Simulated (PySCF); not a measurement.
## C5H9B2N: a changed input and its effect

System: C5H9B2N.
Method of run 1: GIAO PBE0/pcSseg-1 NMR shielding, non-relativistic, IEF-PCM dimethylsulfoxide (PySCF 2.14.0).

The geometry comes from this level: PBE0-D3(BJ)/def2-SVP. Text and figures count atoms from 1; the logs count them from 0 in places.

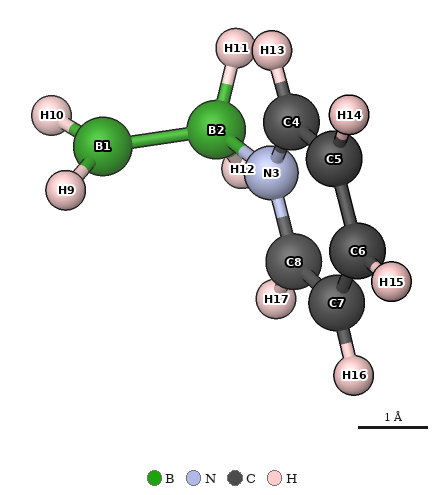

Figure 1. The structure (ball-and-stick view, seen at a tilt; atoms are numbered from 1 in the order of the input). Bond lengths as drawn: B–B 1.69 Å, B–H 1.22 to 1.23 Å, B–N 1.59 Å, C–C 1.39 Å, C–H 1.09 Å and C–N 1.34 Å.

Input file, run 1:
```
{"job": {"kind": "nmr", "xc": "PBE0", "basis": "pcSseg-1", "solvent": "dimethylsulfoxide", "pop": true}, "charge": 0, "multiplicity": 1}
B      2.643344     0.970300     0.185796
B      1.580499    -0.213903    -0.369078
N      0.060762     0.187858    -0.138614
C     -0.581125    -0.199962     0.974261
C     -1.879394     0.199467     1.253534
C     -2.545436     1.023274     0.349511
C     -1.875196     1.416396    -0.806516
C     -0.576757     0.978085    -1.016582
H      2.312603     2.049004     0.656384
H      3.843640     0.791697     0.103160
H      1.763046    -1.293944     0.185217
H      1.749124    -0.321924    -1.583947
H     -0.010211    -0.849006     1.640082
H     -2.357902    -0.142064     2.172653
H     -3.569662     1.350473     0.540601
H     -2.350424     2.057594    -1.550397
H     -0.002740     1.249397    -1.903715
```

The first line tells a small driver script what to run in PySCF; the rest is the geometry in Å.

Command:
```bash
OMP_NUM_THREADS=1 python <driver script> task.json out
```

Hardware: 1 CPU thread, shared host.

Output (run 1):
```
coarse grid: 14248 points
cycle   1  E = -299.8699680153  dE =  1.059e+00  |g| = 3.832e-01  |ddm| = 3.710e+00
cycle   2  E = -299.8745947907  dE = -4.627e-03  |g| = 3.901e-01  |ddm| = 8.713e-01
cycle   3  E = -299.9178793401  dE = -4.328e-02  |g| = 8.008e-02  |ddm| = 4.053e-01
cycle   4  E = -299.9192362088  dE = -1.357e-03  |g| = 3.603e-02  |ddm| = 9.702e-02
cycle   5  E = -299.9195760201  dE = -3.398e-04  |g| = 1.053e-02  |ddm| = 3.680e-02
cycle   6  E = -299.9195997459  dE = -2.373e-05  |g| = 2.012e-03  |ddm| = 7.435e-03
cycle   7  E = -299.9196005848  dE = -8.389e-07  |g| = 5.904e-04  |ddm| = 1.732e-03
final grid: 137800 points
cycle   8  E = -299.9629585104  dE = -4.476e-05  |g| = 6.056e-03  |ddm| = 3.893e-02
cycle   9  E = -299.9629597401  dE = -1.230e-06  |g| = 5.993e-03  |ddm| = 1.281e-02
cycle  10  E = -299.9629691690  dE = -9.429e-06  |g| = 1.440e-03  |ddm| = 6.116e-03
cycle  11  E = -299.9629696119  dE = -4.429e-07  |g| = 2.444e-04  |ddm| = 1.041e-03
cycle  12  E = -299.9629696241  dE = -1.218e-08  |g| = 7.331e-05  |ddm| = 2.144e-04
cycle  13  E = -299.9629696253  dE = -1.154e-09  |g| = 2.937e-05  |ddm| = 9.034e-05
cycle  14  E = -299.9629696255  dE = -2.434e-10  |g| = 5.067e-06  |ddm| = 2.823e-05
converged SCF energy = -299.9629696255

GIAO shielding tensors (ppm)
atom      isotropic    diamagn.    paramagn.     s11        s22        s33       span
  0 B      -16.326     193.926    -210.252   -165.868    -13.574    130.463    296.331
  1 B      109.124     186.809     -77.686     90.763    103.615    132.993     42.229
  2 N      -21.264     331.424    -352.688   -161.701   -153.994    251.902    413.602
  3 C       32.053     252.373    -220.320    -68.308     20.873    143.594    211.902
  4 C       52.207     256.339    -204.132    -58.758     37.880    177.500    236.259
  5 C       37.879     253.093    -215.214    -76.896      5.442    185.089    261.985
  6 C       51.946     256.542    -204.596    -59.269     37.543    177.565    236.834
  7 C       32.078     251.245    -219.167    -68.236     20.084    144.386    212.622
  8 H       21.691      29.505      -7.814      7.582     28.651     28.839     21.257
  9 H       21.341      29.858      -8.517      8.778     26.217     29.028     20.251
 10 H       27.878      29.975      -2.096     23.686     26.956     32.992      9.306
 11 H       27.962      30.008      -2.046     23.676     26.995     33.214      9.538
 12 H       22.556      31.340      -8.783     17.934     22.063     27.672      9.738
 13 H       23.393      29.259      -5.866     20.344     23.634     26.202      5.857
 14 H       22.936      27.927      -4.991     20.141     22.873     25.795      5.654
 15 H       23.355      28.677      -5.323     20.352     23.564     26.148      5.795
 16 H       22.520      30.777      -8.256     18.101     21.895     27.564      9.463
```

For run 2 the input was changed thus:
```diff
-"solvent": "dimethylsulfoxide"
-"pop": true
+"solvent": "methanol"
+"pop": false
```

Predict how the results change.

The total energy of run 2 is 0.13 kcal/mol higher: the change of the electrostatic solvation energy at this fixed geometry, without cavity or dispersion terms. Of all shieldings, the largest change is that of N3, by −0.3 ppm. The number of SCF iterations is the same.

Output (run 2):
```
coarse grid: 14248 points
cycle   1  E = -299.8697469337  dE =  1.060e+00  |g| = 3.833e-01  |ddm| = 3.710e+00
cycle   2  E = -299.8743412464  dE = -4.594e-03  |g| = 3.902e-01  |ddm| = 8.724e-01
cycle   3  E = -299.9176748262  dE = -4.333e-02  |g| = 8.013e-02  |ddm| = 4.064e-01
cycle   4  E = -299.9190322866  dE = -1.357e-03  |g| = 3.611e-02  |ddm| = 9.724e-02
cycle   5  E = -299.9193738692  dE = -3.416e-04  |g| = 1.056e-02  |ddm| = 3.692e-02
cycle   6  E = -299.9193977128  dE = -2.384e-05  |g| = 2.019e-03  |ddm| = 7.463e-03
cycle   7  E = -299.9193985558  dE = -8.430e-07  |g| = 5.930e-04  |ddm| = 1.737e-03
final grid: 137800 points
cycle   8  E = -299.9627573664  dE = -4.475e-05  |g| = 6.059e-03  |ddm| = 3.894e-02
cycle   9  E = -299.9627585764  dE = -1.210e-06  |g| = 6.002e-03  |ddm| = 1.283e-02
cycle  10  E = -299.9627680358  dE = -9.459e-06  |g| = 1.442e-03  |ddm| = 6.134e-03
cycle  11  E = -299.9627684807  dE = -4.449e-07  |g| = 2.451e-04  |ddm| = 1.045e-03
cycle  12  E = -299.9627684929  dE = -1.227e-08  |g| = 7.341e-05  |ddm| = 2.151e-04
cycle  13  E = -299.9627684941  dE = -1.156e-09  |g| = 2.944e-05  |ddm| = 9.048e-05
cycle  14  E = -299.9627684943  dE = -2.427e-10  |g| = 5.096e-06  |ddm| = 2.829e-05
converged SCF energy = -299.9627684943

GIAO shielding tensors (ppm)
atom      isotropic    diamagn.    paramagn.     s11        s22        s33       span
  0 B      -16.328     193.930    -210.257   -165.775    -13.646    130.437    296.212
  1 B      109.087     186.831     -77.744     90.742    103.548    132.970     42.228
  2 N      -21.529     331.428    -352.957   -162.398   -154.100    251.912    414.310
  3 C       32.055     252.362    -220.306    -68.306     20.897    143.576    211.882
  4 C       52.245     256.352    -204.107    -58.715     37.978    177.472    236.187
  5 C       37.953     253.101    -215.148    -76.801      5.607    185.054    261.855
  6 C       51.984     256.555    -204.571    -59.225     37.641    177.536    236.761
  7 C       32.077     251.234    -219.157    -68.240     20.106    144.365    212.605
  8 H       21.691      29.502      -7.811      7.585     28.649     28.839     21.255
  9 H       21.340      29.853      -8.513      8.786     26.213     29.020     20.234
 10 H       27.872      29.970      -2.098     23.680     26.949     32.987      9.307
 11 H       27.956      30.003      -2.047     23.670     26.988     33.209      9.539
 12 H       22.556      31.344      -8.788     17.936     22.060     27.673      9.737
 13 H       23.401      29.267      -5.866     20.354     23.639     26.209      5.855
 14 H       22.945      27.933      -4.988     20.151     22.882     25.802      5.651
 15 H       23.362      28.684      -5.322     20.362     23.570     26.155      5.793
 16 H       22.520      30.782      -8.261     18.104     21.893     27.565      9.462
```

The two runs side by side:

```tsv
quantity	run 1	run 2
outcome	converged	converged
total energy (hartree)	−299.962970	−299.962768
HOMO (eV)	−6.85	−6.84
LUMO (eV)	−1.64	−1.64
dipole moment (D)	8.59	8.56
shielding of B2 (ppm)	109.1	109.1
shielding of N3 (ppm)	−21.3	−21.5
shielding of C5 (ppm)	52.2	52.2
shielding of C6 (ppm)	37.9	38.0
shielding of C7 (ppm)	51.9	52.0
shielding of H14 (ppm)	23.4	23.4
shielding of H15 (ppm)	22.9	22.9
SCF iterations	14	14
basis functions	181	181
wall time (shared host)	48 s	45 s
```
